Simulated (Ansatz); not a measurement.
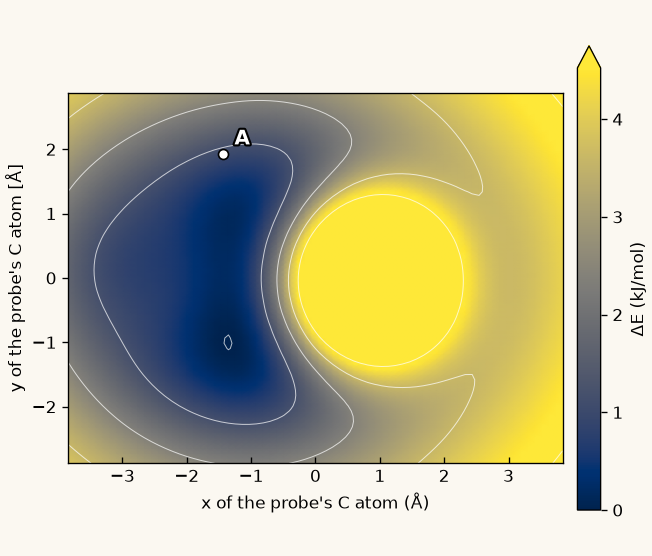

BF₃H₂Si (SMILES B[Si](F)(F)F) with the probe CO. 
- The probe is moved over a plane parallel to the molecule's main plane, 4.13 Å above it.
- The first coordinate is: x of the probe's C atom; the second: y of the probe's C atom.
- Nothing is relaxed (molecule and probe rigid, the probe upright with C nearest the plane).
- The scan uses a 17 × 13 grid.
- All energies are given in kJ/mol relative to the lowest grid point.
- The calculation used Ansatz, RKS PBE-D4/def2-SVPD.

In the figure: a smooth colour map with a few white contour lines, one colour for all values above the top of the scale, the point A. Between grid points the surface is interpolated.

### Which way does the force act at A, and how strong is it?

A, at x of the probe's C atom = −1.44 Å, y of the probe's C atom = 1.92 Å, is not a stationary point. The computed force is 0.016 eV/Å in the plane, pointing down in the picture (components 0.004 and −0.016 eV/Å).
